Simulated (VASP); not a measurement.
Band structure of AuZn (CsCl type). These are optB88-vdW, VASP's PBE PAW potentials (set 64) (plane waves; VASP) values and carry that method's errors.

Unless said otherwise, spin-orbit coupling is left out, though it shifts the bands of the heavy elements here.

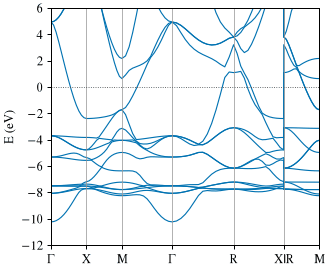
*Bands along high-symmetry lines, zero at the valence-band maximum or, without a gap, the Fermi level*

Question: Read the plot: is there a gap, and where are the band edges?

Answer: It has no gap at this level: it comes out as a metal or semimetal. (Edges off the drawn lines would not show.)

The compound is AuZn in the CsCl type structure. It was relaxed first. The electron count is odd and the run is not spin-polarised, which forces a metal.
